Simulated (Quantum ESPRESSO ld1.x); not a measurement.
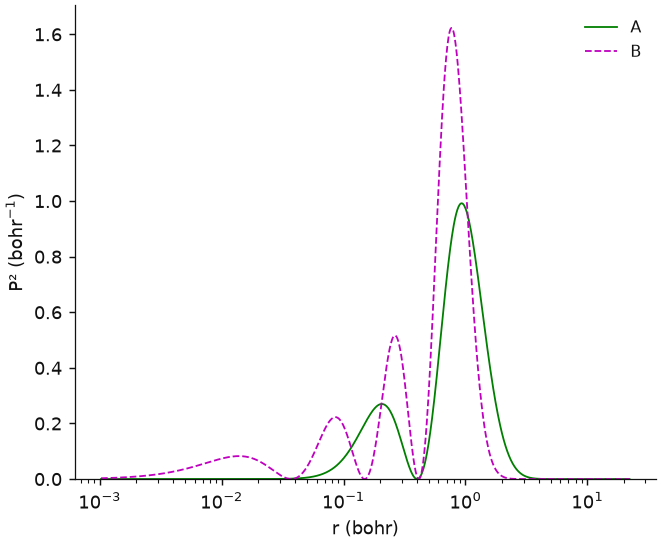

The indium ion In²⁺; electrons: [Kr] 4d10 5s1. All numbers are computed, not measured: scalar-relativistic Kohn-Sham, LDA (Slater exchange, VWN5 correlation), spin-unpolarised, spherical densities, point nucleus (Quantum ESPRESSO ld1.x 7.5).

```
 &input
    zed=49.0,
    iswitch=1,
    rel=1,
    dft='SLA-VWN',
    config='[Kr] 4d10 5s1 5p0 6s0 4f0 5d0',
    verbosity='high',
    prefix='ld1',
    max_out_wfc=37,
    file_charge='ld1.rho',
 /
```

The plot shows the radial probability densities P² of 4d and 4s.

### Which curve belongs to which orbital?

A is 4d; B is 4s. 4s: outer maximum at 0.771 bohr, ⟨r⟩ = 0.848 bohr, 3 nodes, eigenvalue −137.7 eV; 4d: outer maximum at 0.927 bohr, ⟨r⟩ = 1.17 bohr, 1 node, eigenvalue −36.8 eV.
